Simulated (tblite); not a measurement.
**Geometry relaxation of C₄H₆OS₂Si (part 2 of 2)**

C₄H₆OS₂Si; GFN2-xTB geometry optimisation, gas phase (tblite 0.8.0). It belongs to a series of runs on one base structure; here: H on Si replaced by vinyl.

Geometry of the input (Å):
```
C  -2.9802  0.1829  -0.1494
C  -1.7596  -0.3131  -0.3027
Si -0.1843  0.4517  0.2029
O  -0.2944  1.9492  0.8953
S  0.9505  -0.8284  1.4683
C  2.3259  -1.0436  0.4228
C  2.4261  -0.4614  -0.7857
S  1.1842  0.5628  -1.4253
H  -3.1662  1.1552  0.3044
H  -3.8622  -0.3742  -0.4799
H  -1.6390  -1.2955  -0.7530
H  0.5574  2.3199  1.1552
H  3.1304  -1.6747  0.7976
H  3.3107  -0.6312  -1.3976
```

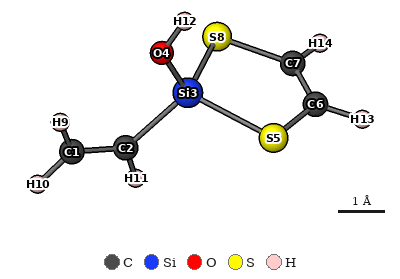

Fig. 1: The geometry at step 26 of the log (ball-and-stick view, seen at a tilt; atoms are numbered from 1 in the order of the input).

## Trajectory as extended XYZ, continued
```
14
Properties=species:S:1:pos:R:3:forces:R:3 step=16 energy=-651.34374
C    -2.9620    0.2127   -0.1351    0.0130  -0.0090   0.0140
C    -1.7642   -0.3265   -0.3040    0.0030   0.0290   0.0450
Si   -0.1294    0.4522    0.2032   -0.0670  -0.0580  -0.0550
O    -0.3872    1.9070    0.8792    0.0150  -0.1300  -0.0620
S     1.0052   -0.8853    1.4764    0.0560   0.0520  -0.0160
C     2.3756   -1.0780    0.4044   -0.0280   0.0120   0.0220
C     2.4730   -0.5044   -0.7909   -0.0310  -0.0170   0.0380
S     1.2382    0.5262   -1.4785    0.0510   0.0450   0.0340
H    -3.0911    1.1813    0.3241    0.0290  -0.1130  -0.0640
H    -3.8582   -0.3059   -0.4504    0.0630   0.1240   0.0570
H    -1.7016   -1.3082   -0.7663    0.0340   0.0900   0.0300
H     0.3144    2.4729    1.2048   -0.0570  -0.0550  -0.0300
H     3.1512   -1.7064    0.8094   -0.0210   0.0180  -0.0280
H     3.3354   -0.6380   -1.4233   -0.0600   0.0130   0.0170
14
Properties=species:S:1:pos:R:3:forces:R:3 step=17 energy=-651.34637
C    -2.9585    0.2144   -0.1340    0.0410   0.0030   0.0230
C    -1.7609   -0.3244   -0.3015   -0.0330  -0.0110   0.0110
Si   -0.1249    0.4508    0.2027   -0.1130  -0.0950  -0.0780
O    -0.4011    1.9010    0.8753    0.0540  -0.0480  -0.0200
S     1.0077   -0.8850    1.4745    0.0800   0.0270   0.0180
C     2.3788   -1.0809    0.4039   -0.0310   0.0180   0.0160
C     2.4755   -0.5076   -0.7914   -0.0370   0.0010   0.0240
S     1.2404    0.5254   -1.4776    0.0870   0.0360   0.0210
H    -3.0824    1.1809    0.3244    0.0100  -0.0160  -0.0180
H    -3.8588   -0.2964   -0.4461    0.0560   0.0760   0.0320
H    -1.7033   -1.3043   -0.7652    0.0560   0.0400   0.0130
H     0.2927    2.4754    1.2040   -0.0730  -0.0630  -0.0360
H     3.1556   -1.7090    0.8072   -0.0330   0.0180  -0.0190
H     3.3384   -0.6409   -1.4233   -0.0640   0.0140   0.0120
14
Properties=species:S:1:pos:R:3:forces:R:3 step=18 energy=-651.34826
C    -2.9556    0.2159   -0.1328    0.0480   0.0140   0.0270
C    -1.7590   -0.3234   -0.2996   -0.0450  -0.0340  -0.0130
Si   -0.1238    0.4484    0.2011   -0.0800  -0.0910  -0.0690
O    -0.4101    1.8959    0.8721   -0.0030  -0.0600  -0.0310
S     1.0106   -0.8839    1.4733    0.0660   0.0140   0.0530
C     2.3804   -1.0825    0.4039   -0.0230   0.0170   0.0120
C     2.4766   -0.5098   -0.7913   -0.0330   0.0180   0.0050
S     1.2432    0.5258   -1.4760    0.0870   0.0400   0.0040
H    -3.0760    1.1804    0.3243    0.0000   0.0750   0.0290
H    -3.8580   -0.2883   -0.4424    0.0180   0.0220   0.0050
H    -1.7029   -1.3006   -0.7641    0.0590  -0.0280  -0.0140
H     0.2764    2.4747    1.2023   -0.0070  -0.0070  -0.0030
H     3.1582   -1.7103    0.8051   -0.0320   0.0090  -0.0060
H     3.3393   -0.6429   -1.4229   -0.0550   0.0120   0.0010
14
Properties=species:S:1:pos:R:3:forces:R:3 step=19 energy=-651.34972
C    -2.9521    0.2182   -0.1307    0.0260   0.0320   0.0280
C    -1.7579   -0.3237   -0.2985   -0.0390  -0.0580  -0.0350
Si   -0.1232    0.4439    0.1981   -0.0130  -0.0670  -0.0400
O    -0.4185    1.8889    0.8684    0.0280   0.0080   0.0020
S     1.0152   -0.8836    1.4731    0.0270   0.0190   0.0720
C     2.3825   -1.0844    0.4038   -0.0100   0.0150   0.0050
C     2.4781   -0.5121   -0.7914   -0.0200   0.0250  -0.0050
S     1.2480    0.5257   -1.4754    0.0530   0.0520  -0.0020
H    -3.0695    1.1821    0.3252    0.0030   0.1240   0.0570
H    -3.8568   -0.2798   -0.4388   -0.0150  -0.0170  -0.0140
H    -1.7035   -1.2989   -0.7640    0.0510  -0.0760  -0.0320
H     0.2575    2.4795    1.2029   -0.0380  -0.0580  -0.0300
H     3.1601   -1.7122    0.8039   -0.0200  -0.0020   0.0010
H     3.3396   -0.6442   -1.4235   -0.0330   0.0020  -0.0080
14
Properties=species:S:1:pos:R:3:forces:R:3 step=20 energy=-651.35117
C    -2.9496    0.2206   -0.1286   -0.0050   0.0410   0.0230
C    -1.7580   -0.3249   -0.2982   -0.0200  -0.0560  -0.0400
Si   -0.1243    0.4397    0.1952    0.0630  -0.0250   0.0000
O    -0.4245    1.8840    0.8654   -0.0380  -0.0480  -0.0310
S     1.0192   -0.8822    1.4746   -0.0160   0.0320   0.0730
C     2.3831   -1.0849    0.4040    0.0020   0.0110   0.0030
C     2.4781   -0.5131   -0.7911   -0.0030   0.0250  -0.0080
S     1.2526    0.5277   -1.4744    0.0060   0.0660  -0.0040
H    -3.0647    1.1850    0.3266    0.0140   0.1230   0.0610
H    -3.8556   -0.2737   -0.4362   -0.0370  -0.0320  -0.0200
H    -1.7012   -1.2985   -0.7642    0.0200  -0.1110  -0.0470
H     0.2450    2.4779    1.2011    0.0310  -0.0060   0.0000
H     3.1608   -1.7129    0.8023   -0.0080  -0.0140   0.0090
H     3.3387   -0.6453   -1.4234   -0.0090  -0.0070  -0.0200
14
Properties=species:S:1:pos:R:3:forces:R:3 step=21 energy=-651.35277
C    -2.9466    0.2244   -0.1257   -0.0320   0.0380   0.0100
C    -1.7584   -0.3273   -0.2986    0.0000  -0.0460  -0.0410
Si   -0.1237    0.4341    0.1917    0.0990   0.0120   0.0360
O    -0.4326    1.8769    0.8613   -0.0210  -0.0250  -0.0200
S     1.0239   -0.8807    1.4777   -0.0450   0.0470   0.0540
C     2.3843   -1.0857    0.4042    0.0100   0.0100   0.0010
C     2.4785   -0.5141   -0.7910    0.0160   0.0200  -0.0030
S     1.2584    0.5307   -1.4740   -0.0390   0.0730   0.0030
H    -3.0585    1.1908    0.3294    0.0320   0.0710   0.0430
H    -3.8550   -0.2667   -0.4334   -0.0310  -0.0210  -0.0100
H    -1.6993   -1.3004   -0.7655   -0.0220  -0.1070  -0.0440
H     0.2291    2.4787    1.2000    0.0190  -0.0320  -0.0130
H     3.1617   -1.7145    0.8010    0.0010  -0.0210   0.0110
H     3.3377   -0.6467   -1.4241    0.0140  -0.0170  -0.0260
14
Properties=species:S:1:pos:R:3:forces:R:3 step=22 energy=-651.35420
C    -2.9448    0.2277   -0.1232   -0.0300   0.0170  -0.0080
C    -1.7591   -0.3300   -0.2996    0.0150  -0.0250  -0.0320
Si   -0.1224    0.4295    0.1894    0.0720   0.0250   0.0470
O    -0.4391    1.8711    0.8575   -0.0360  -0.0330  -0.0240
S     1.0268   -0.8775    1.4821   -0.0380   0.0490   0.0230
C     2.3844   -1.0853    0.4047    0.0100   0.0120   0.0020
C     2.4781   -0.5137   -0.7907    0.0260   0.0160   0.0050
S     1.2625    0.5361   -1.4731   -0.0520   0.0600   0.0140
H    -3.0533    1.1968    0.3324    0.0480  -0.0070   0.0100
H    -3.8553   -0.2618   -0.4315   -0.0080   0.0060   0.0080
H    -1.6964   -1.3037   -0.7672   -0.0700  -0.0710  -0.0280
H     0.2198    2.4742    1.1971    0.0420  -0.0060   0.0010
H     3.1619   -1.7155    0.7995   -0.0020  -0.0210   0.0110
H     3.3363   -0.6482   -1.4245    0.0220  -0.0210  -0.0270
14
Properties=species:S:1:pos:R:3:forces:R:3 step=23 energy=-651.35500
C    -2.9439    0.2297   -0.1221   -0.0030  -0.0050  -0.0190
C    -1.7592   -0.3318   -0.3005    0.0140  -0.0150  -0.0250
Si   -0.1204    0.4271    0.1887    0.0090   0.0150   0.0330
O    -0.4435    1.8674    0.8549   -0.0130   0.0030  -0.0040
S     1.0278   -0.8747    1.4850   -0.0060   0.0360   0.0040
C     2.3846   -1.0849    0.4052    0.0060   0.0150   0.0020
C     2.4781   -0.5131   -0.7904    0.0230   0.0170   0.0080
S     1.2639    0.5403   -1.4721   -0.0280   0.0370   0.0210
H    -3.0494    1.2000    0.3342    0.0540  -0.0500  -0.0090
H    -3.8558   -0.2589   -0.4303    0.0100   0.0240   0.0180
H    -1.6959   -1.3067   -0.7686   -0.0910  -0.0310  -0.0110
H     0.2153    2.4710    1.1953    0.0230  -0.0140  -0.0050
H     3.1620   -1.7165    0.7988   -0.0130  -0.0140   0.0070
H     3.3358   -0.6495   -1.4251    0.0140  -0.0190  -0.0200
14
Properties=species:S:1:pos:R:3:forces:R:3 step=24 energy=-651.35562
C    -2.9432    0.2305   -0.1219    0.0270  -0.0220  -0.0230
C    -1.7591   -0.3332   -0.3017    0.0070  -0.0120  -0.0190
Si   -0.1191    0.4258    0.1890   -0.0470  -0.0010   0.0090
O    -0.4462    1.8654    0.8533   -0.0040   0.0240   0.0090
S     1.0280   -0.8718    1.4872    0.0270   0.0200  -0.0050
C     2.3846   -1.0840    0.4057    0.0030   0.0180   0.0000
C     2.4783   -0.5120   -0.7901    0.0140   0.0190   0.0070
S     1.2641    0.5443   -1.4709    0.0070   0.0120   0.0250
H    -3.0462    1.2012    0.3352    0.0530  -0.0610  -0.0160
H    -3.8562   -0.2569   -0.4293    0.0160   0.0300   0.0210
H    -1.6970   -1.3091   -0.7696   -0.0940  -0.0020   0.0000
H     0.2143    2.4673    1.1935    0.0170  -0.0060  -0.0020
H     3.1617   -1.7172    0.7984   -0.0240  -0.0060   0.0050
H     3.3355   -0.6507   -1.4258   -0.0010  -0.0130  -0.0110
14
Properties=species:S:1:pos:R:3:forces:R:3 step=25 energy=-651.35646
C    -2.9415    0.2315   -0.1219    0.0560  -0.0370  -0.0230
C    -1.7587   -0.3354   -0.3036   -0.0050  -0.0140  -0.0110
Si   -0.1182    0.4239    0.1893   -0.0950  -0.0130  -0.0170
O    -0.4506    1.8629    0.8512    0.0130   0.0500   0.0260
S     1.0291   -0.8678    1.4899    0.0580   0.0020  -0.0110
C     2.3849   -1.0828    0.4062    0.0000   0.0200  -0.0020
C     2.4792   -0.5105   -0.7897    0.0020   0.0220   0.0030
S     1.2648    0.5493   -1.4687    0.0450  -0.0150   0.0280
H    -3.0403    1.2017    0.3364    0.0500  -0.0540  -0.0170
H    -3.8564   -0.2532   -0.4274    0.0120   0.0280   0.0170
H    -1.7008   -1.3125   -0.7711   -0.0850   0.0210   0.0080
H     0.2115    2.4636    1.1915    0.0010  -0.0070  -0.0030
H     3.1609   -1.7185    0.7980   -0.0330   0.0030   0.0010
H     3.3353   -0.6526   -1.4270   -0.0200  -0.0040   0.0020
14
Properties=species:S:1:pos:R:3:forces:R:3 step=26 energy=-651.35775
C    -2.9378    0.2328   -0.1221    0.0720  -0.0470  -0.0160
C    -1.7582   -0.3398   -0.3072   -0.0170  -0.0190   0.0010
Si   -0.1182    0.4205    0.1895   -0.1220  -0.0200  -0.0460
O    -0.4577    1.8591    0.8480    0.0220   0.0620   0.0380
S     1.0324   -0.8613    1.4941    0.0790  -0.0130  -0.0180
C     2.3859   -1.0806    0.4068    0.0000   0.0180  -0.0020
C     2.4809   -0.5077   -0.7889   -0.0130   0.0190  -0.0010
S     1.2671    0.5571   -1.4648    0.0790  -0.0430   0.0300
H    -3.0292    1.2020    0.3382    0.0430  -0.0290  -0.0120
H    -3.8562   -0.2463   -0.4238   -0.0020   0.0170   0.0060
H    -1.7091   -1.3182   -0.7736   -0.0590   0.0380   0.0100
H     0.2056    2.4585    1.1886   -0.0080  -0.0010  -0.0020
H     3.1591   -1.7208    0.7975   -0.0350   0.0110  -0.0040
H     3.3347   -0.6559   -1.4292   -0.0390   0.0080   0.0170
14
Properties=species:S:1:pos:R:3:forces:R:3 step=27 energy=-651.35908
C    -2.9327    0.2342   -0.1223    0.0530  -0.0410  -0.0030
C    -1.7577   -0.3457   -0.3115   -0.0240  -0.0240   0.0140
Si   -0.1198    0.4161    0.1889   -0.0950  -0.0110  -0.0540
O    -0.4660    1.8549    0.8446    0.0220   0.0500   0.0380
S     1.0380   -0.8542    1.4984    0.0650  -0.0130  -0.0250
C     2.3874   -1.0780    0.4074    0.0030   0.0120   0.0000
C     2.4832   -0.5046   -0.7881   -0.0200   0.0090  -0.0020
S     1.2714    0.5651   -1.4600    0.0780  -0.0520   0.0260
H    -3.0150    1.2021    0.3402    0.0360   0.0020  -0.0050
H    -3.8557   -0.2373   -0.4193   -0.0190   0.0020  -0.0070
H    -1.7204   -1.3246   -0.7767   -0.0230   0.0330   0.0030
H     0.1966    2.4547    1.1860   -0.0100   0.0010  -0.0010
H     3.1565   -1.7236    0.7970   -0.0230   0.0130  -0.0090
H     3.3335   -0.6595   -1.4318   -0.0440   0.0180   0.0270
14
Properties=species:S:1:pos:R:3:forces:R:3 step=28 energy=-651.35981
C    -2.9293    0.2346   -0.1223    0.0090  -0.0200   0.0080
C    -1.7578   -0.3499   -0.3140   -0.0180  -0.0210   0.0200
Si   -0.1221    0.4134    0.1877   -0.0340   0.0040  -0.0370
O    -0.4704    1.8527    0.8431    0.0080   0.0200   0.0230
S     1.0425   -0.8502    1.5005    0.0240   0.0010  -0.0240
C     2.3886   -1.0764    0.4077    0.0060   0.0030   0.0040
C     2.4846   -0.5029   -0.7875   -0.0150  -0.0050   0.0020
S     1.2754    0.5689   -1.4568    0.0410  -0.0320   0.0140
H    -3.0056    1.2021    0.3413    0.0310   0.0160  -0.0010
H    -3.8554   -0.2317   -0.4166   -0.0260  -0.0050  -0.0120
H    -1.7281   -1.3282   -0.7787    0.0030   0.0100  -0.0090
H     0.1903    2.4538    1.1850    0.0000   0.0050   0.0010
H     3.1545   -1.7252    0.7968   -0.0020   0.0060  -0.0100
H     3.3322   -0.6612   -1.4332   -0.0270   0.0180   0.0210
14
Properties=species:S:1:pos:R:3:forces:R:3 step=29 energy=-651.36004
C    -2.9286    0.2344   -0.1221   -0.0160  -0.0060   0.0110
C    -1.7582   -0.3513   -0.3142   -0.0110  -0.0150   0.0170
Si   -0.1233    0.4130    0.1868    0.0010   0.0120  -0.0170
O    -0.4709    1.8525    0.8433   -0.0010   0.0000   0.0110
S     1.0441   -0.8496    1.5003   -0.0050   0.0110  -0.0170
C     2.3891   -1.0761    0.4077    0.0070  -0.0010   0.0070
C     2.4847   -0.5028   -0.7873   -0.0070  -0.0110   0.0060
S     1.2771    0.5687   -1.4561    0.0080  -0.0100   0.0030
H    -3.0030    1.2021    0.3414    0.0270   0.0130  -0.0020
H    -3.8557   -0.2306   -0.4162   -0.0230  -0.0030  -0.0100
H    -1.7300   -1.3289   -0.7794    0.0090  -0.0060  -0.0140
H     0.1888    2.4546    1.1852    0.0070   0.0040   0.0020
H     3.1539   -1.7255    0.7967    0.0110  -0.0010  -0.0070
H     3.3314   -0.6611   -1.4333   -0.0080   0.0130   0.0100
14
Properties=species:S:1:pos:R:3:forces:R:3 step=30 energy=-651.36014
C    -2.9289    0.2340   -0.1219   -0.0220  -0.0010   0.0090
C    -1.7586   -0.3519   -0.3137   -0.0070  -0.0100   0.0120
Si   -0.1238    0.4133    0.1861    0.0110   0.0130  -0.0050
O    -0.4704    1.8528    0.8438   -0.0040  -0.0080   0.0040
S     1.0443   -0.8495    1.4997   -0.0170   0.0140  -0.0100
C     2.3892   -1.0760    0.4079    0.0050  -0.0030   0.0080
C     2.4845   -0.5030   -0.7871   -0.0010  -0.0110   0.0060
S     1.2777    0.5681   -1.4559   -0.0080   0.0030  -0.0050
H    -3.0023    1.2023    0.3413    0.0230   0.0050  -0.0040
H    -3.8562   -0.2307   -0.4165   -0.0160   0.0020  -0.0050
H    -1.7301   -1.3289   -0.7797    0.0080  -0.0110  -0.0130
H     0.1891    2.4550    1.1855    0.0100   0.0040   0.0020
H     3.1540   -1.7254    0.7966    0.0160  -0.0050  -0.0040
H     3.3309   -0.6606   -1.4329    0.0040   0.0080   0.0030
14
Properties=species:S:1:pos:R:3:forces:R:3 step=31 energy=-651.36024
C    -2.9295    0.2335   -0.1216   -0.0180   0.0020   0.0060
C    -1.7592   -0.3526   -0.3131   -0.0040  -0.0060   0.0050
Si   -0.1242    0.4139    0.1854    0.0090   0.0080   0.0030
O    -0.4701    1.8530    0.8444   -0.0040  -0.0100   0.0000
S     1.0442   -0.8490    1.4990   -0.0220   0.0110  -0.0010
C     2.3894   -1.0759    0.4083    0.0030  -0.0040   0.0070
C     2.4841   -0.5033   -0.7869    0.0030  -0.0080   0.0040
S     1.2781    0.5678   -1.4558   -0.0180   0.0110  -0.0110
H    -3.0012    1.2025    0.3410    0.0150  -0.0050  -0.0050
H    -3.8571   -0.2309   -0.4169   -0.0060   0.0090   0.0010
H    -1.7299   -1.3291   -0.7803    0.0060  -0.0090  -0.0080
H     0.1901    2.4550    1.1855    0.0080   0.0020   0.0020
H     3.1543   -1.7254    0.7964    0.0160  -0.0060   0.0000
H     3.3305   -0.6600   -1.4325    0.0130   0.0040  -0.0030
14
Properties=species:S:1:pos:R:3:forces:R:3 step=32 energy=-651.36031
C    -2.9300    0.2332   -0.1213   -0.0070   0.0010   0.0010
C    -1.7597   -0.3534   -0.3126   -0.0030  -0.0020  -0.0020
Si   -0.1245    0.4142    0.1848    0.0000   0.0010   0.0040
O    -0.4703    1.8529    0.8448    0.0000  -0.0060   0.0000
S     1.0438   -0.8480    1.4988   -0.0160   0.0050   0.0060
C     2.3896   -1.0758    0.4087    0.0000  -0.0030   0.0030
C     2.4839   -0.5035   -0.7865    0.0040  -0.0030   0.0000
S     1.2782    0.5681   -1.4557   -0.0160   0.0090  -0.0120
H    -2.9994    1.2026    0.3408    0.0060  -0.0090  -0.0040
H    -3.8580   -0.2305   -0.4171   -0.0010   0.0130   0.0060
H    -1.7300   -1.3296   -0.7810    0.0040  -0.0050  -0.0020
H     0.1908    2.4544    1.1853    0.0040   0.0010   0.0010
H     3.1547   -1.7255    0.7961    0.0110  -0.0030   0.0030
H     3.3302   -0.6596   -1.4322    0.0140   0.0020  -0.0040
14
Properties=species:S:1:pos:R:3:forces:R:3 step=33 energy=-651.36034
C    -2.9301    0.2330   -0.1211    0.0020  -0.0010  -0.0010
C    -1.7600   -0.3541   -0.3125   -0.0010  -0.0010  -0.0050
Si   -0.1246    0.4142    0.1845   -0.0070  -0.0030   0.0010
O    -0.4708    1.8527    0.8448    0.0030  -0.0010   0.0020
S     1.0435   -0.8471    1.4989   -0.0070  -0.0020   0.0060
C     2.3897   -1.0757    0.4091   -0.0020  -0.0020   0.0000
C     2.4839   -0.5035   -0.7864    0.0020   0.0010  -0.0020
S     1.2781    0.5688   -1.4556   -0.0080   0.0020  -0.0090
H    -2.9979    1.2026    0.3408    0.0010  -0.0060  -0.0020
H    -3.8586   -0.2297   -0.4169   -0.0010   0.0120   0.0070
H    -1.7302   -1.3301   -0.7815    0.0030  -0.0020   0.0020
H     0.1909    2.4538    1.1850    0.0010   0.0000   0.0000
H     3.1550   -1.7258    0.7960    0.0040   0.0010   0.0040
H     3.3303   -0.6595   -1.4322    0.0100   0.0030  -0.0010
14
Properties=species:S:1:pos:R:3:forces:R:3 step=34 energy=-651.36036
C    -2.9301    0.2329   -0.1210    0.0050  -0.0020  -0.0020
C    -1.7601   -0.3545   -0.3127    0.0000  -0.0010  -0.0050
Si   -0.1248    0.4141    0.1844   -0.0070  -0.0040  -0.0010
O    -0.4711    1.8524    0.8448    0.0030   0.0010   0.0020
S     1.0434   -0.8467    1.4991    0.0000  -0.0040   0.0030
C     2.3898   -1.0756    0.4092   -0.0030   0.0000  -0.0020
C     2.4840   -0.5035   -0.7863    0.0000   0.0030  -0.0020
S     1.2780    0.5691   -1.4557   -0.0020  -0.0050  -0.0050
H    -2.9971    1.2025    0.3407    0.0000  -0.0020   0.0000
H    -3.8588   -0.2290   -0.4166   -0.0030   0.0090   0.0050
H    -1.7304   -1.3305   -0.7817    0.0030  -0.0020   0.0020
H     0.1907    2.4536    1.1848   -0.0010  -0.0010   0.0000
H     3.1552   -1.7259    0.7960   -0.0010   0.0040   0.0030
H     3.3306   -0.6595   -1.4322    0.0050   0.0030   0.0020
14
Properties=species:S:1:pos:R:3:forces:R:3 step=35 energy=-651.36037
C    -2.9300    0.2329   -0.1210    0.0050  -0.0010  -0.0020
C    -1.7602   -0.3547   -0.3129    0.0010  -0.0010  -0.0050
Si   -0.1250    0.4140    0.1843   -0.0030  -0.0030  -0.0020
O    -0.4712    1.8523    0.8449    0.0030   0.0010   0.0020
S     1.0433   -0.8465    1.4992    0.0030  -0.0050  -0.0010
C     2.3898   -1.0757    0.4092   -0.0030   0.0010  -0.0030
C     2.4841   -0.5035   -0.7864   -0.0010   0.0030  -0.0020
S     1.2779    0.5692   -1.4559    0.0010  -0.0090  -0.0010
H    -2.9965    1.2024    0.3407    0.0000   0.0010   0.0020
H    -3.8590   -0.2284   -0.4163   -0.0050   0.0060   0.0040
H    -1.7305   -1.3307   -0.7817    0.0020  -0.0020   0.0010
H     0.1905    2.4536    1.1848    0.0000  -0.0010  -0.0010
H     3.1554   -1.7259    0.7961   -0.0040   0.0060   0.0020
H     3.3309   -0.6594   -1.4323    0.0010   0.0040   0.0050
```

## Key numbers

| quantity | value |
| --- | --- |
| outcome | converged |
| total energy | −651.3604 eV |
| hardware | 1 CPU thread, shared host |
| wall time | 0.51 s |
| peak memory | 0.18 GiB |
